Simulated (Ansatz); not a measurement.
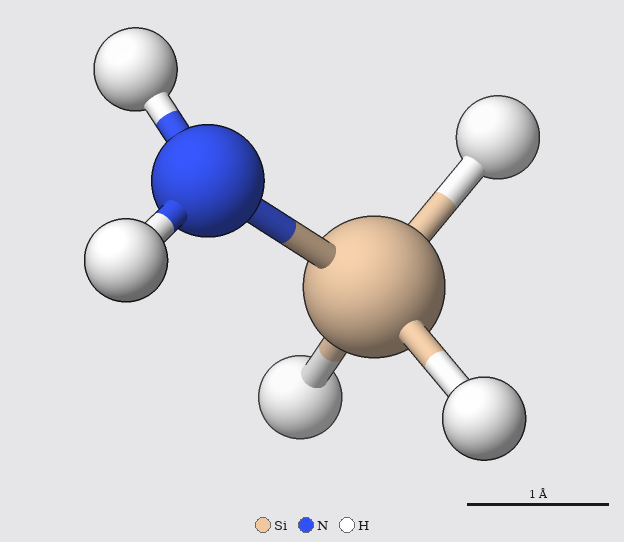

The picture shows a molecular structure as a ball-and-stick model.

The geometry was computed by an optimisation with PBE0-D4/def2-TZVP.

**Count the atoms of each element.**

H₅NSi, 7 atoms: 5 hydrogen, 1 nitrogen and 1 silicon.

**Give the symmetry (Schoenflies symbol).**

Cs.

More results for the same structure follow; atom numbers are the same in all pictures, views and colours differ.

## Shape

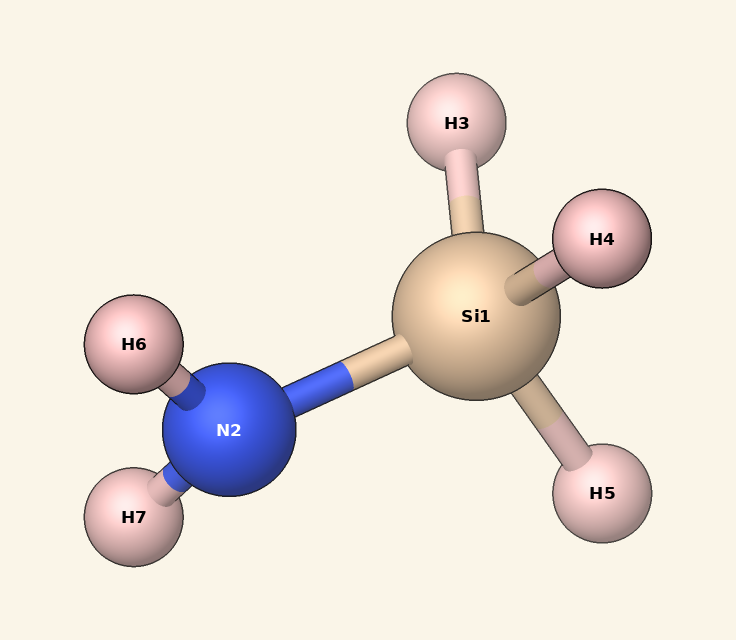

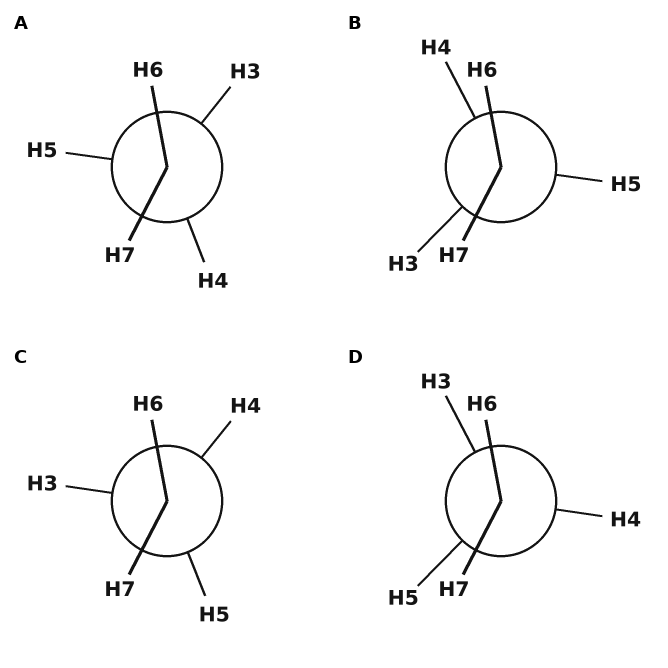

Depth is shown by fading: the farther an atom, the more it takes the colour of the background. Bonds that would overlap in a projection are set slightly apart.

**Which Newman projection shows the view along N2–Si1, with N2 in front?**

C. The torsion angle H6–N2–Si1–H3 is −71°, synclinal (gauche).

## Electronic properties

Method: RKS PBE0-D4/def2-TZVP (Ansatz 0.2.0).

**Give the dipole moment at this level.**

1.37 D.

**Estimate the dispersion correction.**

−6.7 kJ/mol.

**What is the harmonic zero-point energy?**

132.0 kJ/mol.

## Charges

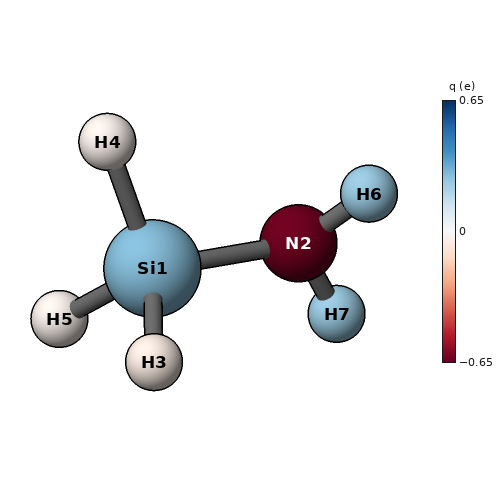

Atoms are coloured by their Mulliken charges. Properties computed with RKS PBE0-D4/def2-TZVP (Ansatz 0.2.0).

**Which atom carries the highest charge (most positive or least negative)?**

Si1 (0.28 e).

**And the lowest?**

N2 (−0.63 e).

Give the Mulliken charges atom by atom.

```csv
atom,value (e)
Si1,0.28
N2,−0.63
H3,−0.05
H4,−0.03
H5,−0.03
H6,0.24
H7,0.24
```

## Vibrations

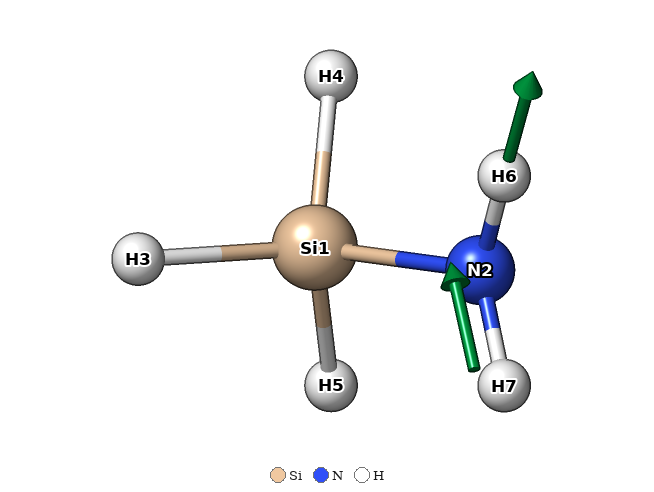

The arrows show one normal mode. Harmonic vibrations computed with RKS PBE0-D4/def2-TZVP (Ansatz 0.2.0) at a stationary point of the same level.

**Describe the motion.**

Mostly out-of-phase stretching of 2 N–H bonds.

**At what wavenumber does it lie?**

3695 cm⁻¹; it is mode 15 of 15 counted from the lowest.

## Thermal motion

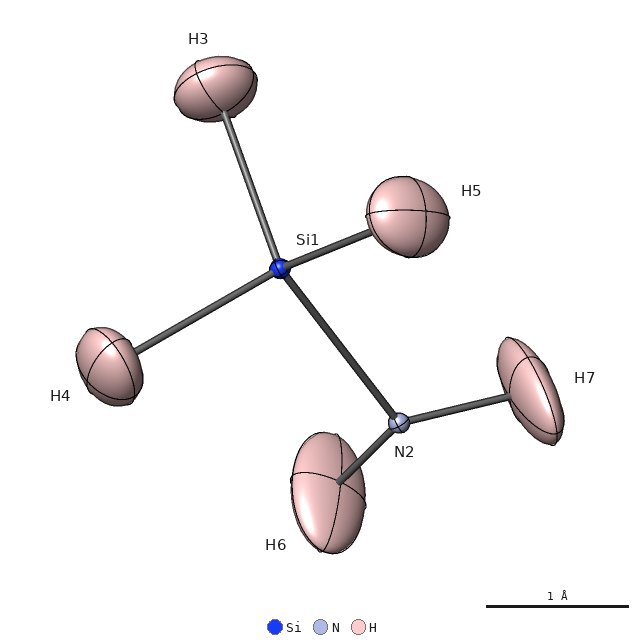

Displacement ellipsoids at the 50 % level, enlarged 1.5 times, from the internal vibrations of the free molecule (harmonic, no overall translation or rotation; no half-axis is drawn under 0.075 Å). Vibrations computed with RKS PBE0-D4/def2-TZVP (Ansatz 0.2.0). Temperature: 0 K (zero-point motion alone).

List U_eq and the three principal root-mean-square amplitudes for each kind of atom.

```tsv
atom	U_eq (Å²)	rms amplitudes (Å)
Si1	0.00017	0.011, 0.011, 0.016
N2	0.00061	0.017, 0.023, 0.032
H3	0.0145	0.087, 0.129, 0.139
H4, H5	0.0154	0.085, 0.125, 0.152
H6, H7	0.0244	0.068, 0.131, 0.227
```

Mulliken values depend strongly on the basis set and can even reverse the polarity of a bond.
